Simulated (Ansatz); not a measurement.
# BH6NOSi: geometry and vibrations

The task is to find a stationary geometry of BH6NOSi, then compute its harmonic vibrations to see whether it is a minimum and to get the zero-point energy and entropy, and look at its orbitals and charge.

Computed with Ansatz 0.2.0, Gaussian basis. Level: RKS PBE0-D4/def2-TZVP.

Levels to be run: relaxation at PBE-D4/def2-SVP; relaxation at PBE0-D4/def2-TZVP; harmonic vibrations at the same level; a single point in def2-TZVPP for the fields.

### 1 Starting geometry

SMILES `B[SiH](N)O`, 10 atoms, charge 0, spin multiplicity 1.

Atoms are counted from 1 here; the program's logs count them from 0.

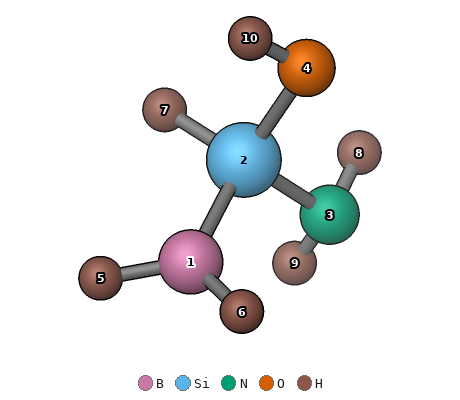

The starting geometry (boron pink, silicon blue, nitrogen teal, oxygen orange, hydrogen brown); atoms are numbered from 1 in the order of the file.

The start is a force-field geometry with small random shifts, so a cheaper pass at PBE-D4/def2-SVP comes first.

### 2 Relaxation at PBE-D4/def2-SVP (cheap first pass)

in.yaml

```yaml
crystal:
  periodic: [false, false, false]
  atoms:
    - {symbol: B, position_ang: [-1.446500, 0.659000, -0.056700]}
    - {symbol: Si, position_ang: [0.270300, -0.075700, -0.249600]}
    - {symbol: N, position_ang: [0.607000, -1.060900, 1.182100]}
    - {symbol: O, position_ang: [1.512900, 1.190300, -0.396300]}
    - {symbol: H, position_ang: [-2.329300, 0.450600, -0.882700]}
    - {symbol: H, position_ang: [-1.734300, 1.437500, 0.836900]}
    - {symbol: H, position_ang: [0.341900, -0.921500, -1.443900]}
    - {symbol: H, position_ang: [1.621100, -1.467100, 1.033800]}
    - {symbol: H, position_ang: [-0.040800, -1.834200, 1.244900]}
    - {symbol: H, position_ang: [1.280900, 1.570700, -1.265400]}
basis:
  gaussian: {orbitals: def2-SVP}
hamiltonian: {xc: pbe, dispersion: d4}
relax: {f_tol: 0.03, max_steps: 200}
```

The run is started by

```bash
> ansatz run in.yaml --threads 2 --pin off --events-out ev --progress --plain --max-ram 4352MiB
```

The program printed, cut to the lines that bear on the results:

```text
Functional definition: PBE
  name "PBE"
  cite "Perdew, Burke & Ernzerhof, Phys. Rev. Lett. 77, 3865 (1996) doi:10.1103/PhysRevLett.77.3865"
  parent pbe
[...]
1013 factors; their error is unknown
[...]
mean field -12173.17376427 eV, -447.3558845635 hartree, gradient 5.7e-5 eV, S^2 0.000000; 0 other end points of the search recorded, 0 dependent functions left out
[...]
reference -12173.17380125 eV, -447.3558859223 hartree; 20, 20 occupied and 70, 70 virtual orbitals, 1013 factors
relax step   1: F+E_penalty+E_count = -12173.34825249 eV  Δ(F+E_penalty+E_count) = +0.000e0 eV  max|allowed force component| = 2.915e0 eV/Å  Δτ_max = 0.0000 Å  (28 SCF iters, accepted)
[...]
relax step  11: F+E_penalty+E_count = -12174.12873044 eV  Δ(F+E_penalty+E_count) = -8.306e-3 eV  max|allowed force component| = 1.176e-1 eV/Å  Δτ_max = 0.0895 Å  (27 SCF iters, accepted)
[...]
relax step  21: F+E_penalty+E_count = -12174.16242781 eV  Δ(F+E_penalty+E_count) = -7.926e-3 eV  max|allowed force component| = 3.510e-1 eV/Å  Δτ_max = 0.0983 Å  (28 SCF iters, accepted)
[...]
relax step  31: F+E_penalty+E_count = -12174.24694164 eV  Δ(F+E_penalty+E_count) = -3.763e-2 eV  max|allowed force component| = 1.265e0 eV/Å  Δτ_max = 0.1964 Å  (28 SCF iters, accepted)
[...]
relax step  40: F+E_penalty+E_count = -12174.75932672 eV  Δ(F+E_penalty+E_count) = -6.485e-5 eV  max|allowed force component| = 4.177e-2 eV/Å  Δτ_max = 0.0034 Å  (23 SCF iters, accepted)
[...]
relax step  41: F+E_penalty+E_count = -12174.75938905 eV  Δ(F+E_penalty+E_count) = -6.233e-5 eV  max|allowed force component| = 5.134e-3 eV/Å  Δτ_max = 0.0041 Å  (23 SCF iters, accepted)
1013 factors; their error is unknown
[...]
mean field -12174.57849069 eV, -447.4075073071 hartree, gradient 1.1e-5 eV, S^2 0.000000; 1 other end points of the search recorded, 0 dependent functions left out
[...]
reference -12174.57852657 eV, -447.4075086259 hartree; 20, 20 occupied and 70, 70 virtual orbitals, 1013 factors
Total energy: -12174.75942493 eV, -447.4141565180 hartree
Atom 0 at    -1.335001     0.077865     0.253829 Å, force     0.001247     0.000820     0.004217 eV/Å
Atom 1 at     0.263568     0.370491    -0.854089 Å, force     0.002497    -0.002588    -0.004045 eV/Å
Atom 2 at    -0.012883    -0.757392     0.691333 Å, force    -0.003417     0.003577    -0.005134 eV/Å
Atom 3 at     1.448420     1.510163    -0.483327 Å, force    -0.001498    -0.001665     0.000780 eV/Å
Atom 4 at    -2.201631    -0.620429    -0.242305 Å, force     0.000928    -0.000689    -0.000595 eV/Å
Atom 5 at    -1.635950     0.955410     1.042188 Å, force    -0.002162     0.000015     0.000674 eV/Å
Atom 6 at     0.817742    -0.591716    -1.881461 Å, force    -0.000853     0.001736     0.003307 eV/Å
Atom 7 at    -0.041624    -1.781040     0.629227 Å, force     0.000681    -0.001589    -0.000003 eV/Å
Atom 8 at     0.425548    -0.464312     1.571882 Å, force     0.000736    -0.000161     0.001746 eV/Å
Atom 9 at     2.355012     1.249658    -0.724177 Å, force     0.001841     0.000544    -0.000947 eV/Å
Dipole moment:     0.697578    -0.472010     0.110979 e Å
```

It took 68 s on 2 threads of Arm Neoverse V1, shared host.

Step by step: (not every step is listed) (the energy doesn't fall at every step)

| step | energy from step 1 (eV) | largest force component (eV/Å) |
| --- | --- | --- |
| 1 | 0.0000 | 2.9145 |
| 2 | -0.3980 | 1.6015 |
| 3 | -0.5043 | 1.3746 |
| 4 | -0.5153 | 0.9205 |
| 5 | -0.5744 | 0.8522 |
| 6 | -0.6278 | 0.3010 |
| 7 | -0.6739 | 0.3312 |
| 8 | -0.7176 | 0.3591 |
| 9 | -0.7239 | 1.2915 |
| 11 | -0.7805 | 0.1176 |
| 13 | -0.7849 | 0.0701 |
| 15 | -0.7789 | 0.8780 |
| 17 | -0.7961 | 0.2895 |
| 19 | -0.8062 | 0.3010 |
| 21 | -0.8142 | 0.3510 |
| 23 | -0.7978 | 0.7530 |
| 25 | -0.8239 | 0.0513 |
| 27 | -0.8284 | 0.5906 |
| 29 | -0.8406 | 0.2372 |
| 31 | -0.8987 | 1.2650 |
| 33 | -1.1859 | 1.9234 |
| 35 | -1.3303 | 0.9546 |
| 36 | -1.3834 | 0.5443 |
| 37 | -1.4010 | 0.5421 |
| 38 | -1.4104 | 0.1545 |
| 39 | -1.4110 | 0.0566 |
| 40 | -1.4111 | 0.0418 |
| 41 | -1.4111 | 0.0051 |

Close pairs (by a distance rule), those that changed most:

| bond | before (Å) | after (Å) | change (Å) |
| --- | --- | --- | --- |
| B1–N3 | 2.951 | 1.624 | -1.327 |
| Si2–N3 | 1.770 | 1.933 | +0.163 |
| Si2–O4 | 1.780 | 1.685 | -0.095 |
| B1–Si2 | 1.877 | 1.967 | +0.090 |
| N3–H8 | 1.102 | 1.026 | -0.077 |
| Si2–H7 | 1.465 | 1.513 | +0.048 |
| N3–H9 | 1.011 | 1.026 | +0.016 |
| B1–H5 | 1.227 | 1.219 | -0.008 |

### 3 Optimising with PBE0-D4/def2-TZVP

in.yaml

```yaml
crystal:
  periodic: [false, false, false]
  atoms:
    - {symbol: B, position_ang: [-1.335001, 0.077865, 0.253829]}
    - {symbol: Si, position_ang: [0.263568, 0.370491, -0.854089]}
    - {symbol: N, position_ang: [-0.012883, -0.757392, 0.691333]}
    - {symbol: O, position_ang: [1.448420, 1.510163, -0.483327]}
    - {symbol: H, position_ang: [-2.201631, -0.620429, -0.242305]}
    - {symbol: H, position_ang: [-1.635950, 0.955410, 1.042188]}
    - {symbol: H, position_ang: [0.817742, -0.591716, -1.881461]}
    - {symbol: H, position_ang: [-0.041624, -1.781040, 0.629227]}
    - {symbol: H, position_ang: [0.425548, -0.464312, 1.571882]}
    - {symbol: H, position_ang: [2.355012, 1.249658, -0.724177]}
basis:
  gaussian: {orbitals: def2-TZVP}
hamiltonian: {xc: pbe0, dispersion: d4}
relax: {f_tol: 0.005, max_steps: 150}
```

The command is unchanged.

The program printed, cut to the lines that bear on the results:

```text
Functional definition: PBE0
  name "PBE0"
  cite "Adamo & Barone, J. Chem. Phys. 110, 6158 (1999) doi:10.1063/1.478522"
  cite "Perdew, Burke & Ernzerhof, Phys. Rev. Lett. 77, 3865 (1996) doi:10.1103/PhysRevLett.77.3865"
  parent pbe
[...]
1007 factors; their error is unknown
[...]
mean field -12183.63402258 eV, -447.7402919660 hartree, gradient 2.9e-5 eV, S^2 0.000000; 0 other end points of the search recorded, 0 dependent functions left out
[...]
reference -12183.63405537 eV, -447.7402931711 hartree; 20, 20 occupied and 146, 146 virtual orbitals, 1007 factors
relax step   1: F+E_penalty+E_count = -12183.78512718 eV  Δ(F+E_penalty+E_count) = +0.000e0 eV  max|allowed force component| = 8.901e-1 eV/Å  Δτ_max = 0.0000 Å  (27 SCF iters, accepted)
[...]
Atom 0 at    -1.335424     0.095455     0.233719 Å, force     0.001920    -0.000185     0.000885 eV/Å
Atom 1 at     0.278367     0.342465    -0.815390 Å, force    -0.000118     0.002612    -0.002546 eV/Å
Atom 2 at     0.001519    -0.743095     0.678463 Å, force    -0.002397    -0.003739     0.002518 eV/Å
Atom 3 at     1.433220     1.469350    -0.482494 Å, force     0.000914    -0.001462    -0.000831 eV/Å
Atom 4 at    -2.182128    -0.614088    -0.229823 Å, force    -0.000944     0.000592    -0.000323 eV/Å
Atom 5 at    -1.628680     0.936535     1.033514 Å, force    -0.001688     0.000568    -0.000585 eV/Å
Atom 6 at     0.796517    -0.582934    -1.863355 Å, force     0.000029     0.000096     0.000452 eV/Å
Atom 7 at    -0.031928    -1.750201     0.610538 Å, force     0.000690    -0.000471     0.000092 eV/Å
Atom 8 at     0.414517    -0.458827     1.556060 Å, force     0.001761     0.000712    -0.000235 eV/Å
Atom 9 at     2.337220     1.254040    -0.718131 Å, force    -0.000167     0.001276     0.000573 eV/Å
Dipole moment:     0.698876    -0.468985     0.102891 e Å
```

Wall time 35 s (2 threads of Arm Neoverse V1, shared host).

The steps of the relaxation: (the energy doesn't fall at every step)

| step | energy from step 1 (eV) | largest force component (eV/Å) |
| --- | --- | --- |
| 1 | 0.0000 | 0.8901 |
| 2 | -0.0515 | 0.4799 |
| 3 | -0.0683 | 0.1373 |
| 4 | -0.0673 | 0.2021 |
| 5 | -0.0717 | 0.0309 |
| 6 | -0.0672 | 0.2476 |
| 7 | -0.0723 | 0.0171 |
| 8 | -0.0724 | 0.0087 |
| 9 | -0.0724 | 0.0037 |

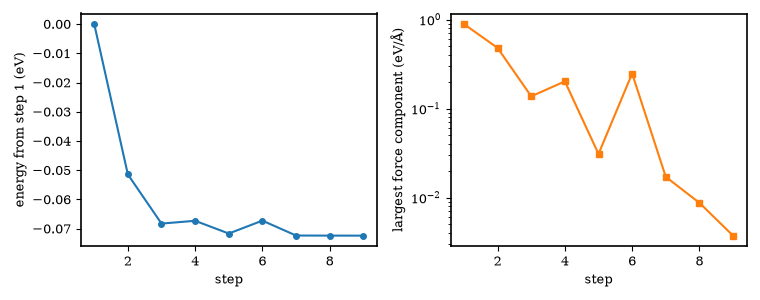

Energy and force, step by step.

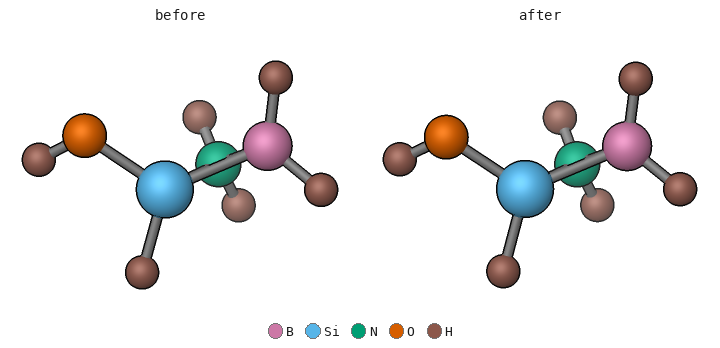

The geometry before (left) and after (right).

Distances of close pairs at the start and the end, largest changes first:

| bond | before (Å) | after (Å) | change (Å) |
| --- | --- | --- | --- |
| Si2–N3 | 1.933 | 1.867 | -0.066 |
| Si2–O4 | 1.685 | 1.648 | -0.038 |
| B1–Si2 | 1.967 | 1.941 | -0.026 |
| Si2–H7 | 1.513 | 1.491 | -0.022 |
| B1–H5 | 1.219 | 1.198 | -0.021 |
| B1–H6 | 1.217 | 1.197 | -0.020 |
| N3–H8 | 1.026 | 1.010 | -0.016 |
| B1–N3 | 1.624 | 1.640 | +0.016 |

Mulliken charges at the end point, from the run's report:

| atom | value (e) |
| --- | --- |
| B1 | -0.20 |
| Si2 | 0.33 |
| N3 | -0.40 |
| O4 | -0.52 |
| H5 | 0.00 |
| H6 | 0.01 |
| H7 | -0.04 |
| H8 | 0.25 |
| H9 | 0.25 |
| H10 | 0.32 |

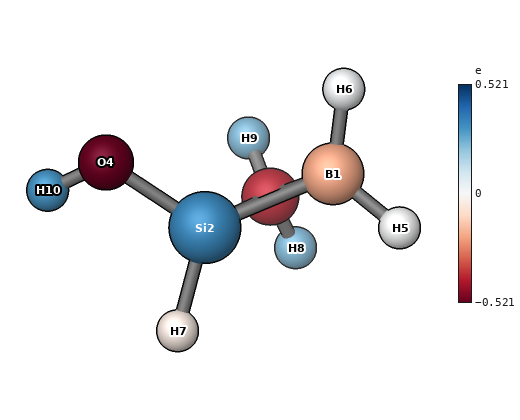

Mulliken charges at the end point, from the run's report, as colours on the atoms.

### 4 Force constants and modes

in.yaml

```yaml
crystal:
  periodic: [false, false, false]
  atoms:
    - {symbol: B, position_ang: [-1.335424, 0.095455, 0.233719]}
    - {symbol: Si, position_ang: [0.278367, 0.342465, -0.815390]}
    - {symbol: N, position_ang: [0.001519, -0.743095, 0.678463]}
    - {symbol: O, position_ang: [1.433220, 1.469350, -0.482494]}
    - {symbol: H, position_ang: [-2.182128, -0.614088, -0.229823]}
    - {symbol: H, position_ang: [-1.628680, 0.936535, 1.033514]}
    - {symbol: H, position_ang: [0.796517, -0.582934, -1.863355]}
    - {symbol: H, position_ang: [-0.031928, -1.750201, 0.610538]}
    - {symbol: H, position_ang: [0.414517, -0.458827, 1.556060]}
    - {symbol: H, position_ang: [2.337220, 1.254040, -0.718131]}
basis:
  gaussian: {orbitals: def2-TZVP}
hamiltonian: {xc: pbe0, dispersion: d4}
phonons: {temperatures: {t_min: 298.15, t_max: 900, t_step: 200}}
```

Same command.

The program printed, cut to the lines that bear on the results:

```text
Functional definition: PBE0
  name "PBE0"
  cite "Adamo & Barone, J. Chem. Phys. 110, 6158 (1999) doi:10.1063/1.478522"
  cite "Perdew, Burke & Ernzerhof, Phys. Rev. Lett. 77, 3865 (1996) doi:10.1103/PhysRevLett.77.3865"
  parent pbe
[...]
1007 factors; their error is unknown
[...]
mean field -12183.70584315 eV, -447.7429313232 hartree, gradient 2.8e-5 eV, S^2 0.000000; 0 other end points of the search recorded, 0 dependent functions left out
[...]
reference -12183.70587573 eV, -447.7429325205 hartree; 20, 20 occupied and 146, 146 virtual orbitals, 1007 factors
[...]
1007 factors; their error is unknown
mean field -12183.70573392 eV, -447.7429273091 hartree, gradient 1.9e-6 eV, S^2 0.000000; 0 other end points of the search recorded, 0 dependent functions left out
[...]
reference -12183.70576650 eV, -447.7429285066 hartree; 20, 20 occupied and 146, 146 virtual orbitals, 1007 factors
[...]
Atom 2 at     0.001519    -0.743095     0.678463 Å, force    -0.002308    -0.003363     0.002364 eV/Å
Atom 3 at     1.433220     1.469350    -0.482494 Å, force     0.000967    -0.001567    -0.000846 eV/Å
Atom 4 at    -2.182128    -0.614088    -0.229823 Å, force    -0.000869     0.000556    -0.000330 eV/Å
Atom 5 at    -1.628680     0.936535     1.033514 Å, force    -0.001723     0.000603    -0.000600 eV/Å
Atom 6 at     0.796517    -0.582934    -1.863355 Å, force     0.000029     0.000096     0.000460 eV/Å
Atom 7 at    -0.031928    -1.750201     0.610538 Å, force     0.000702    -0.000487     0.000126 eV/Å
Atom 8 at     0.414517    -0.458827     1.556060 Å, force     0.001779     0.000496    -0.000103 eV/Å
Atom 9 at     2.337220     1.254040    -0.718131 Å, force    -0.000141     0.001275     0.000570 eV/Å
Dipole moment:     0.698876    -0.468983     0.102891 e Å
Vibrations: 181.58 225.34 326.60 415.60 510.65 600.00 649.63 680.58 740.20 795.71 813.38 842.50 864.37 945.80 986.88 1041.30 1137.73 1574.80 2187.43 2555.39 2643.10 3550.32 3649.92 3907.30 cm⁻¹, zero-point energy 1.972966 eV
```

Wall time 2.4 min (2 threads of Arm Neoverse V1, shared host).

Motions are named by where the mode's potential energy lies. Wavenumbers, unscaled:

| mode | cm⁻¹ | motion |
| --- | --- | --- |
| 1 | 182 | bend |
| 2 | 225 | bend |
| 3 | 327 | torsion |
| 4 | 416 | torsion with bend |
| 5 | 511 | bend |
| 6 | 600 | bend |
| 7 | 650 | bend |
| 8 | 681 | bend |
| 9 | 740 | bend |
| 10 | 796 | mixed, led by B–N stretch |
| 11 | 813 | bend |
| 12 | 842 | bend |
| 13 | 864 | Si–O stretch with bend |
| 14 | 946 | bend |
| 15 | 987 | bend |
| 16 | 1041 | bend |
| 17 | 1138 | bend |
| 18 | 1575 | bend |
| 19 | 2187 | Si–H stretch |
| 20 | 2555 | B–H stretch |
| 21 | 2643 | B–H stretch |
| 22 | 3550 | N–H stretch |
| 23 | 3650 | N–H stretch |
| 24 | 3907 | O–H stretch |

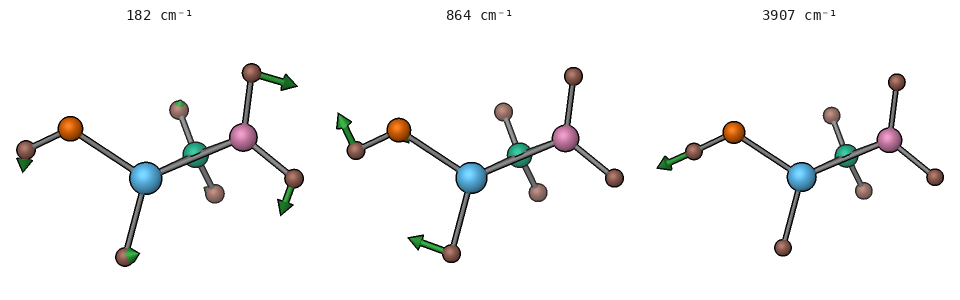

How the atoms move in 3 of the modes.

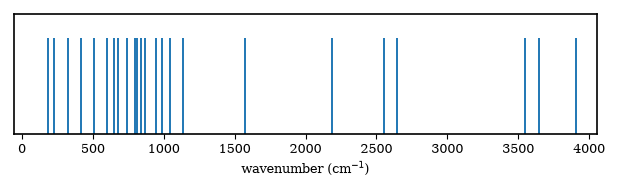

The harmonic wavenumbers as sticks (no intensities were computed).

Ideal gas, rigid rotor and harmonic oscillator at 298.15 K and 1 bar, with symmetry number 1:

| term | value |
| --- | --- |
| zero-point energy | 45.5 kcal/mol |
| H(298) − E | 49.7 kcal/mol |
| entropy, translation | 162.7 J/(mol K) |
| entropy, rotation | 104.0 J/(mol K) |
| entropy, vibration | 40.0 J/(mol K) |
| entropy, total | 306.7 J/(mol K) |

### 5 A single point for the fields

Changes to in.yaml since step 4:

```diff
@@ -14,4 +14,4 @@
 basis:
-  gaussian: {orbitals: def2-TZVP}
+  gaussian: {orbitals: def2-TZVPP}
 hamiltonian: {xc: pbe0, dispersion: d4}
-phonons: {temperatures: {t_min: 298.15, t_max: 900, t_step: 200}}
+output: {orbitals: {seedname: orbitals}}
```

Launched as before.

The program printed:

```text
Functional definition: PBE0
  name "PBE0"
  cite "Adamo & Barone, J. Chem. Phys. 110, 6158 (1999) doi:10.1063/1.478522"
  cite "Perdew, Burke & Ernzerhof, Phys. Rev. Lett. 77, 3865 (1996) doi:10.1103/PhysRevLett.77.3865"
  parent pbe
  parameter a = 0.25
  parameter kappa = 0.804
  parameter beta = 0.06672455060314922
  exchange = (1 - a)*pbe_x(kappa = kappa, mu = beta*pi^2/3) + a*exact_x
  correlation = pbe_c(beta = beta)
1120 factors; their error is unknown
mean field evaluation 1: about -12173.5174 eV, gradient 7.3e1 eV
mean field evaluation 2: about -12160.7349 eV, gradient 1.1e2 eV
mean field evaluation 4: about -12183.7535 eV, gradient 3.8e0 eV
mean field evaluation 8: about -12183.8106 eV, gradient 2.9e-1 eV
mean field evaluation 16: about -12183.8107 eV, gradient 2.1e-5 eV
mean field -12183.81073460 eV, -447.7467860132 hartree, gradient 2.1e-5 eV, S^2 0.000000; 0 other end points of the search recorded, 0 dependent functions left out
reference -12183.81076727 eV, -447.7467872135 hartree; 20, 20 occupied and 199, 199 virtual orbitals, 1120 factors
Total energy: -12183.96242666 eV, -447.7523605932 hartree
```

It took 3.4 s on 2 threads of Arm Neoverse V1, shared host.

Orbitals, density, ELF and potential are computed afterwards from the orbital file.

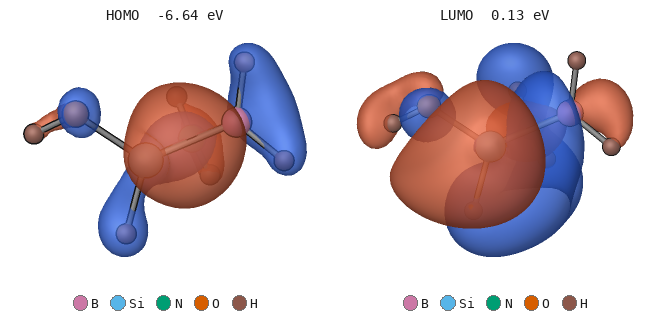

Frontier orbitals at PBE0-D4/def2-TZVPP; each surface holds 70 % of the orbital's density, blue and red mark the sign.

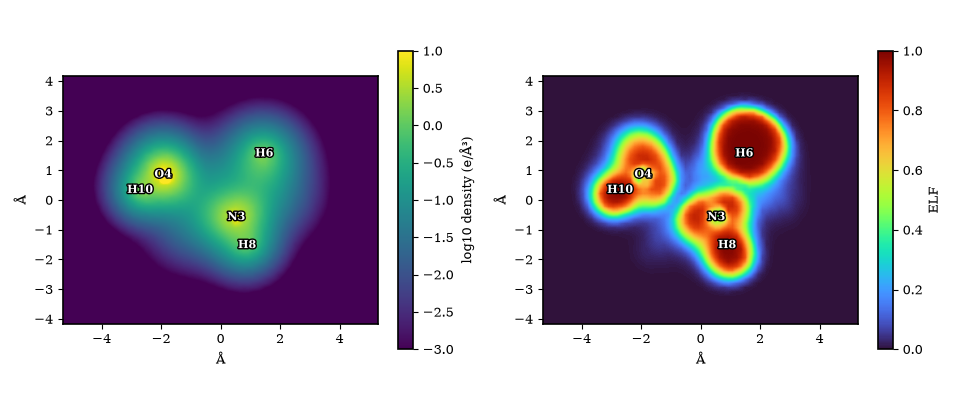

Density (left) and ELF (right) in a plane through or near 5 of the atoms.

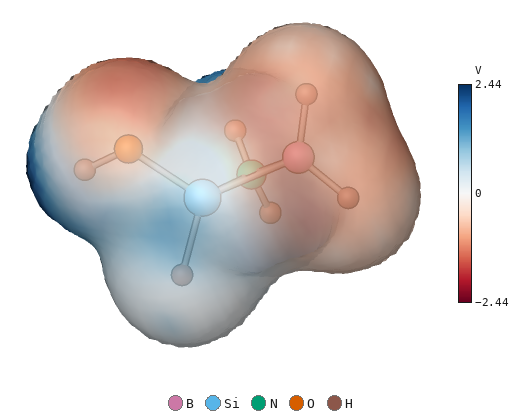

Electrostatic potential on the surface of density 0.002 e/bohr³; red is low, blue high. It runs, from the 1st to the 99th percentile, from -1.23 V near O4 to 2.44 V near H10.

### 6 Results

| quantity | value |
| --- | --- |
| point group | C1 |
| steps | 41 + 9 |
| shift from the start (rms) | 1.037 Å |
| total energy | -12183.8575 eV |
| dispersion term | -152 meV |
| dipole moment | 4.07 D |
| lowest, highest wavenumber | 182, 3907 cm⁻¹ |
| zero-point energy | 45.5 kcal/mol |
| entropy at 298.15 K | 306.7 J/(mol K) |
| HOMO, LUMO | -6.64, 0.13 eV |

The relaxed geometry lies 1.04 Å (rms) from the start; the bond that changed most is B1–N3, from 2.951 to 1.640 Å. The bonds at the end are not those of the start, so the run found another structure. All wavenumbers are real, so the end point is a minimum. The stiffest mode, 3907 cm⁻¹, is an O–H stretch. Harmonic hybrid wavenumbers usually lie a few per cent above measured fundamentals. The largest Mulliken charge, -0.52 e, sits on O4. The HOMO lies mostly on Si2 36 %; B1 26 % and the LUMO on Si2 32 %; H7 18 %.
